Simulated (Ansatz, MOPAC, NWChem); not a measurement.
# How methods differ on C2H2 (acetylene)

C2H2, singlet, SMILES `C#C`. Each level relaxes the structure for itself.

Each level gives the zero-point energy at each level's own minimum (kJ/mol). The values are calculated.

```csv
level,kind,program,value (kJ/mol),less CCSD(T)/def2-TZVP
MNDO,semi-empirical,MOPAC,79.0,+10.1
PM6,semi-empirical,MOPAC,68.6,-0.3
PM6-DH+,semi-empirical,MOPAC,68.6,-0.3
PM7,semi-empirical,MOPAC,69.1,+0.2
r2SCAN/def2-TZVP,meta-GGA,Ansatz,70.3,+1.4
PBE0/def2-TZVP,global hybrid,NWChem,70.9,+2.0
PBE0-D4/def2-TZVP,global hybrid,Ansatz,70.9,+2.0
B3LYP-D4/def2-TZVP,global hybrid,Ansatz,70.4,+1.5
wB97X-V/def2-TZVP,range-separated hybrid,Ansatz,71.7,+2.8
CCSD(T)/def2-TZVP,coupled cluster or CI,Ansatz,68.9,0.0
```

Differences are taken from CCSD(T)/def2-TZVP for orientation; it has basis-set and higher-order errors of its own. Harmonic and unscaled. The values span 68.6 to 79.0 kJ/mol.

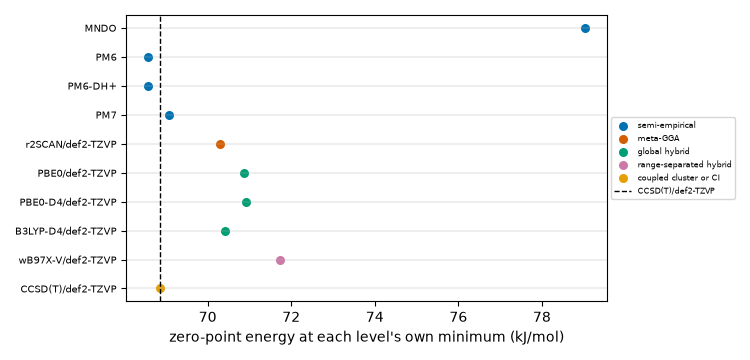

The values of the table, level by level.
